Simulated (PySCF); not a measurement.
# C2F3N: geometry, NMR shifts, spin-spin couplings, electronic excitations and core binding energies, part 2 of 2

PySCF 2.14.0. Atoms count from 0. The steps go on from the part before.

**5. TDDFT and polarisability: B3LYP/def2-SVPD**

Job settings and geometry (Å):

```
{"job": {"kind": "uv", "xc": "B3LYP", "basis": "def2-SVPD", "ip": true}, "charge": 0, "multiplicity": 1}
C      1.997464    -0.587483    -0.505634
N      0.900516    -0.262453    -0.229012
C     -0.408533     0.120351     0.103321
F     -1.277956    -0.670850    -0.500002
F     -0.585319     0.034113     1.409431
F     -0.626173     1.366319    -0.278107
```

Method: TDDFT B3LYP/def2-SVPD, vertical, gas phase, core orbitals frozen in the response.

Standard output:

```text
coarse grid: 6496 points
cycle   1  E = -429.9283706168  dE =  1.093e+00  |g| = 9.100e-01  |ddm| = 3.106e+00
cycle   2  E = -429.7278169922  dE =  2.006e-01  |g| = 1.464e+00  |ddm| = 1.820e+00
cycle   3  E = -430.0685200248  dE = -3.407e-01  |g| = 1.759e-01  |ddm| = 1.101e+00
cycle   4  E = -430.0733744044  dE = -4.854e-03  |g| = 8.287e-02  |ddm| = 1.660e-01
cycle   5  E = -430.0748136146  dE = -1.439e-03  |g| = 1.853e-02  |ddm| = 6.237e-02
cycle   6  E = -430.0748795918  dE = -6.598e-05  |g| = 1.491e-03  |ddm| = 1.487e-02
cycle   7  E = -430.0748800842  dE = -4.924e-07  |g| = 4.348e-04  |ddm| = 2.724e-03
final grid: 68224 points
cycle   8  E = -430.1310042897  dE = -2.279e-05  |g| = 4.524e-03  |ddm| = 4.309e-02
cycle   9  E = -430.1310013071  dE =  2.983e-06  |g| = 6.319e-03  |ddm| = 7.375e-03
cycle  10  E = -430.1310076056  dE = -6.299e-06  |g| = 3.097e-04  |ddm| = 4.175e-03
cycle  11  E = -430.1310076196  dE = -1.400e-08  |g| = 1.672e-04  |ddm| = 4.676e-04
cycle  12  E = -430.1310076243  dE = -4.713e-09  |g| = 9.365e-05  |ddm| = 1.667e-04
cycle  13  E = -430.1310076261  dE = -1.791e-09  |g| = 1.040e-05  |ddm| = 6.731e-05
cycle  14  E = -430.1310076261  dE = -1.864e-11  |g| = 1.878e-06  |ddm| = 9.253e-06
converged SCF energy = -430.1310076261

Static polarisability (au): isotropic 32.163, principal 27.770 27.772 40.947

Singlet excitations
state   eV       nm        f      main configurations
  1   7.6343    162.4   0.05681   H->L 0.99
  2   7.6360    162.4   0.05683   H->L+1 0.99
  3   8.1183    152.7   0.00000   H-1->L 0.34, H-2->L+1 0.34, H-2->L 0.15
  4   8.3386    148.7   0.00020   H-2->L+1 0.46, H-1->L 0.45
  5   8.3390    148.7   0.00015   H-2->L 0.45, H-1->L+1 0.45
  6   9.2563    133.9   0.01159   H->L+2 0.97
  7  10.3829    119.4   0.00353   H-3->L 0.99
  8  10.3848    119.4   0.00352   H-3->L+1 0.99
  9  10.5391    117.6   0.27923   H->L+3 0.83
 10  10.7584    115.2   0.02086   H-1->L+2 0.98

Triplet excitations (Tamm-Dancoff, eV): 5.3240 5.3252 6.8709 7.3600
Vertical ionisation energy (delta-SCF) = 12.7199 eV
Vertical electron affinity (delta-SCF) = -1.3838 eV
```

It took 19 s on 1 thread, shared host.

Frontier orbitals and where they lie:

```tsv
orbital	eV	atoms
HOMO−3	-12.65	F3 34 %, F5 33 %, F4 33 %
HOMO−2	-11.39	N1 54 %, C0 27 %, F5 9 %
HOMO−1	-11.39	N1 54 %, C0 27 %, F4 10 %
HOMO	-9.68	C0 82 %, N1 16 %
LUMO	-1.21	C0 55 %, N1 31 %, C2 5 %
LUMO+1	-1.21	C0 55 %, N1 31 %, C2 5 %
LUMO+2	0.39	C2 40 %, F4 13 %, F3 13 %
```

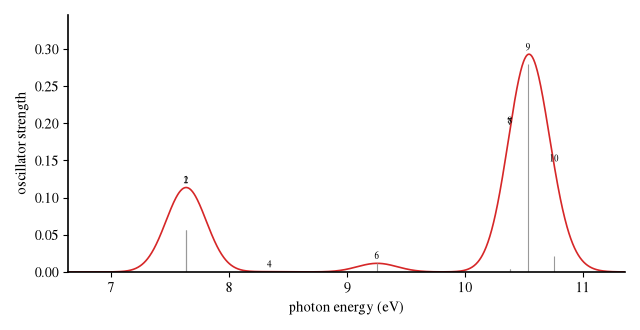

Absorption spectrum from the 10 singlet states computed; above the last one it falls off for lack of states. Lines are broadened to a width of 0.40 eV (Gaussian).

Further results of this job:

```tsv
property	computed
dipole moment (D)	1.06
polarisability (Å³)	4.77
HOMO–LUMO gap (eV)	8.47
−ε(HOMO) (eV)	9.68
```

**6. Shielding tensors: B3LYP/pcSseg-2**

The job, as its differences from that of step 5:

```diff
@@ -1,2 +1,2 @@
-{"job": {"kind": "uv", "xc": "B3LYP", "basis": "def2-SVPD", "ip": true}, "charge": 0, "multiplicity": 1}
+{"job": {"kind": "nmr", "xc": "B3LYP", "basis": "pcSseg-2", "pop": false}, "charge": 0, "multiplicity": 1}
 C      1.997464    -0.587483    -0.505634
```

Level: GIAO B3LYP/pcSseg-2 NMR shielding, non-relativistic, gas phase.

Standard output:

```text
coarse grid: 6496 points
cycle   1  E = -430.4613893207  dE =  1.131e+00  |g| = 1.003e+00  |ddm| = 1.835e+00
cycle   2  E = -430.2181654233  dE =  2.432e-01  |g| = 1.651e+00  |ddm| = 1.065e+00
cycle   3  E = -430.6137714698  dE = -3.956e-01  |g| = 1.828e-01  |ddm| = 6.936e-01
cycle   4  E = -430.6182814765  dE = -4.510e-03  |g| = 1.000e-01  |ddm| = 1.223e-01
cycle   5  E = -430.6203301759  dE = -2.049e-03  |g| = 1.804e-02  |ddm| = 5.193e-02
cycle   6  E = -430.6203900032  dE = -5.983e-05  |g| = 1.538e-03  |ddm| = 1.023e-02
cycle   7  E = -430.6203904129  dE = -4.098e-07  |g| = 3.458e-04  |ddm| = 1.361e-03
final grid: 68224 points
cycle   8  E = -430.6188062525  dE = -5.494e-05  |g| = 4.158e-03  |ddm| = 2.668e-02
cycle   9  E = -430.6188039861  dE =  2.266e-06  |g| = 5.784e-03  |ddm| = 4.578e-03
cycle  10  E = -430.6188088834  dE = -4.897e-06  |g| = 3.309e-04  |ddm| = 2.440e-03
cycle  11  E = -430.6188088938  dE = -1.037e-08  |g| = 2.208e-04  |ddm| = 3.223e-04
cycle  12  E = -430.6188089011  dE = -7.286e-09  |g| = 9.476e-05  |ddm| = 1.269e-04
cycle  13  E = -430.6188089030  dE = -1.943e-09  |g| = 1.660e-05  |ddm| = 5.740e-05
cycle  14  E = -430.6188089031  dE = -5.434e-11  |g| = 2.497e-06  |ddm| = 9.372e-06
converged SCF energy = -430.6188089031

GIAO shielding tensors (ppm)
atom      isotropic    diamagn.    paramagn.     s11        s22        s33       span
  0 C      -10.844     260.544    -271.388   -137.803   -137.727    243.000    380.803
  1 N       56.420     336.439    -280.018    -93.696    -93.616    356.573    450.269
  2 C       60.554     235.515    -174.961     42.607     69.505     69.551     26.945
  3 F      229.751     469.357    -239.607    162.147    186.487    340.619    178.472
  4 F      229.871     469.360    -239.489    162.433    186.824    340.356    177.923
  5 F      230.113     469.337    -239.224    162.581    187.094    340.662    178.082
```

Wall time 12 s (1 thread, shared host).

This run: δ C0 190.0, C2 118.6, N1 202.1, F3 -60.2 ppm (means over like atoms).

**7. Core-electron binding energies: SCAN, X2C**

The job, as its differences from that of step 6:

```diff
@@ -1,2 +1,2 @@
-{"job": {"kind": "nmr", "xc": "B3LYP", "basis": "pcSseg-2", "pop": false}, "charge": 0, "multiplicity": 1}
+{"job": {"kind": "xps"}, "charge": 0, "multiplicity": 1}
 C      1.997464    -0.587483    -0.505634
```

Method: delta-SCF UKS SCAN, pcX-2 on the ionised atom, pcseg-1 elsewhere, spin-free X2C.

Standard output:

```text
ground state, core basis on atom 0 (C), 115 functions
  cycle   1  E = -430.43270548  |g| = 8.51e-01
  cycle   2  E = -430.16647479  |g| = 1.53e+00
  cycle   3  E = -430.54808498  |g| = 2.28e-01
  cycle   4  E = -430.55722512  |g| = 9.68e-02
  cycle   5  E = -430.55927713  |g| = 2.05e-02
  cycle   6  E = -430.55936560  |g| = 2.78e-03
  cycle   7  E = -430.55936621  |g| = 5.01e-04
  cycle   8  E = -430.55936762  |g| = 2.19e-04
  E(ground) = -430.55844451 Eh
hole in C 1s of atom 0
  cycle   1  E = -419.21627249  |g| = 1.46e+00
  cycle   2  E = -414.06212173  |g| = 3.09e+00
  cycle   3  E = -419.37128931  |g| = 1.00e+00
  cycle   4  E = -419.47368043  |g| = 7.69e-01
  cycle   5  E = -419.66083859  |g| = 4.57e-01
  cycle   6  E = -419.73975910  |g| = 9.23e-02
  cycle   7  E = -419.74261961  |g| = 5.68e-02
  cycle   8  E = -419.74390833  |g| = 2.37e-02
  cycle   9  E = -419.74428654  |g| = 1.22e-02
  cycle  10  E = -419.74446105  |g| = 6.75e-03
  cycle  11  E = -419.74466900  |g| = 3.28e-03
  cycle  12  E = -419.74472499  |g| = 1.21e-03
  cycle  13  E = -419.74472922  |g| = 6.84e-04
  cycle  14  E = -419.74472879  |g| = 6.39e-04
  cycle  15  E = -419.74472953  |g| = 6.94e-05
  E(ion) = -419.74364459 Eh   <S^2> = 0.8936   hole on atom = 1.000   binding energy = 294.286 eV
ground state, core basis on atom 1 (N), 115 functions
  cycle   1  E = -430.57245566  |g| = 7.41e-02
  cycle   2  E = -430.57208659  |g| = 4.55e-02
  cycle   3  E = -430.57147792  |g| = 6.95e-02
  cycle   4  E = -430.57255832  |g| = 5.90e-03
  cycle   5  E = -430.57256606  |g| = 1.17e-03
  cycle   6  E = -430.57256505  |g| = 1.19e-04
  E(ground) = -430.57048441 Eh
hole in N 1s of atom 1
  cycle   1  E = -414.90151359  |g| = 1.87e+00
  cycle   2  E = -414.09672359  |g| = 2.19e+00
  cycle   3  E = -415.38130697  |g| = 7.51e-01
  cycle   4  E = -415.55007911  |g| = 2.79e-01
  cycle   5  E = -415.57947891  |g| = 6.87e-02
  cycle   6  E = -415.58083326  |g| = 2.73e-02
  cycle   7  E = -415.58114062  |g| = 9.42e-03
  cycle   8  E = -415.58118206  |g| = 2.09e-03
  cycle   9  E = -415.58118602  |g| = 9.26e-04
  cycle  10  E = -415.58118836  |g| = 8.31e-04
  cycle  11  E = -415.58118883  |g| = 3.41e-04
  E(ion) = -415.57824215 Eh   <S^2> = 0.7739   hole on atom = 1.000   binding energy = 407.960 eV
ground state, core basis on atom 2 (C), 115 functions
  cycle   1  E = -430.57231837  |g| = 6.54e-02
  cycle   2  E = -430.57213923  |g| = 4.68e-02
  cycle   3  E = -430.57233741  |g| = 3.21e-02
  cycle   4  E = -430.57248288  |g| = 1.41e-02
  cycle   5  E = -430.57252594  |g| = 2.22e-03
  cycle   6  E = -430.57252625  |g| = 3.60e-04
  E(ground) = -430.56897555 Eh
hole in C 1s of atom 2
  cycle   1  E = -418.98786942  |g| = 1.50e+00
  cycle   2  E = -415.38302708  |g| = 3.16e+00
  cycle   3  E = -419.04096443  |g| = 9.91e-01
  cycle   4  E = -419.34290546  |g| = 5.98e-01
  cycle   5  E = -419.49045603  |g| = 1.80e-01
  cycle   6  E = -419.50248113  |g| = 5.97e-02
  cycle   7  E = -419.50416457  |g| = 2.17e-02
  cycle   8  E = -419.50431594  |g| = 3.29e-03
  cycle   9  E = -419.50432227  |g| = 1.40e-03
  cycle  10  E = -419.50432438  |g| = 1.47e-03
  cycle  11  E = -419.50432539  |g| = 5.47e-04
  cycle  12  E = -419.50432533  |g| = 1.97e-04
  E(ion) = -419.50355396 Eh   <S^2> = 0.7719   hole on atom = 1.000   binding energy = 301.105 eV
ground state, core basis on atom 3 (F), 115 functions
  cycle   1  E = -430.60144667  |g| = 1.20e-01
  cycle   2  E = -430.60093834  |g| = 7.44e-02
  cycle   3  E = -430.60105198  |g| = 6.77e-02
  cycle   4  E = -430.60167738  |g| = 9.18e-03
  cycle   5  E = -430.60169772  |g| = 1.34e-03
  cycle   6  E = -430.60169906  |g| = 3.19e-04
  E(ground) = -430.60287301 Eh
hole in F 1s of atom 3
  cycle   1  E = -404.16679487  |g| = 2.58e+00
  cycle   2  E = -402.68260579  |g| = 2.66e+00
  cycle   3  E = -403.89672605  |g| = 1.54e+00
  cycle   4  E = -404.85397898  |g| = 6.81e-01
  cycle   5  E = -405.01303823  |g| = 2.64e-01
  cycle   6  E = -405.04174389  |g| = 6.60e-02
  cycle   7  E = -405.04335993  |g| = 1.85e-02
  cycle   8  E = -405.04346618  |g| = 8.37e-03
  cycle   9  E = -405.04349069  |g| = 1.03e-03
  cycle  10  E = -405.04349132  |g| = 4.81e-04
  E(ion) = -405.05200979 Eh   <S^2> = 0.7570   hole on atom = 1.000   binding energy = 695.274 eV
```

Wall time 11 s (1 thread, shared host).

Binding energies by hole, beside the orbital energy of the ground state; the difference holds orbital relaxation and, for a density functional, its self-interaction error:

```tsv
hole	stands for	environment	ΔSCF (eV)	−ε (eV)	⟨S²⟩	measured (eV)
C1s on C0	C0	isocyanide carbon	294.29 (doubtful)	276.3	0.894	294.28
N1s on N1	N1	isocyanide nitrogen	407.96	388.3	0.774	407.97
C1s on C2	C2	CF3 carbon	301.11	282.9	0.772	301.35
F1s on F3	F3, F4, F5	fluorine of a CF3 group	695.27	668.9	0.757	695.53
```

Measured: gas; Beach, A photoelectron spectroscopic study of bonding in inorganic and organometallic compounds, PhD thesis, LBL 1985.

Each hole run stands for the others of its class of like atoms.

Doubtful: the ion did not converge, its hole moved, or its ⟨S²⟩ is well above 0.75.

**8. Run by run: NMR shifts**

Shifts (ppm), means over like atoms, with basis size and wall time:

```tsv
run	C0	C2	N1	F3	functions	time
PBE0/pcSseg-1	190.8	113.1	201.4	-61.9	102	4 s
B3LYP/pcSseg-2	190.0	118.6	202.1	-60.2	216	12 s
```

**9. What came out**

This closing draws on all 2 parts.

| quantity | value |
| --- | --- |
| point group | C3v |
| rotational constants (main isotopes) | 5.75, 3.23, 3.23 GHz |
| 13C shifts against TMS (PBE0/pcSseg-1) | 190.8, 113.1 ppm |
| 15N shifts against NH3 (PBE0/pcSseg-1) | 201.4 ppm |
| 19F shifts against CFCl3 (PBE0/pcSseg-1, means over atoms taken as alike) | -61.9 ppm |
| largest coupling of the table (B3LYP/pcJ-1) | 1J(C,F) C2–F3, -338.4 Hz |
| lowest singlet (B3LYP/def2-SVPD) | 7.63 eV (162 nm), f = 0.057 |
| brightest single state of those computed | state 9, 10.54 eV, f = 0.279 |
| lowest triplet | 5.32 eV |
| vertical ionisation energy (ΔSCF) | 12.72 eV |
| vertical electron affinity (ΔSCF) | -1.38 eV (unbound: the value hangs on the basis) |
| N1s binding energies, SCAN/pcX-2 | N1 407.96 eV |
| C1s binding energies, SCAN/pcX-2 (standing for 1 of 2 atoms) | C2 301.11 eV |
| F1s binding energies, SCAN/pcX-2 | F3 695.27 eV |
| range of the shift of C2 | 113.1 to 118.6 ppm |

In words: Relaxing lowered the energy by 0.138 eV in 8 steps; the close pair that moved most is C2–F4, from 1.356 to 1.321 Å. No frequency check was run at this level, so the end point may be a saddle. At PBE0/pcSseg-1: The widest tensor belongs to N1: span 440 ppm, with a paramagnetic part of -274 ppm. Of the pairs tabulated at B3LYP/pcJ-1, C2–F3 (mean over like pairs) couples most strongly (-338.4 Hz; Fermi contact -305.7 Hz). Density functionals describe couplings to fluorine poorly, F–F couplings above all, so those rows are rough. The lowest singlet, at 7.63 eV, is HOMO→LUMO 0.99 and is bright; of the 10 states computed, the strongest absorption comes from state 9 at 10.54 eV. The lowest triplet lies 2.31 eV below the lowest singlet (triplets in Tamm-Dancoff, singlets in full TDDFT). The orbital energy would give 9.68 eV for ionisation, ΔSCF gives 12.72 eV. At SCAN/pcX-2, against 3 measured binding energies, the mean signed error is -0.17 eV. Across the 2 runs the shift of C2 moves most, between 113.1 (PBE0/pcSseg-1) and 118.6 ppm (B3LYP/pcSseg-2).
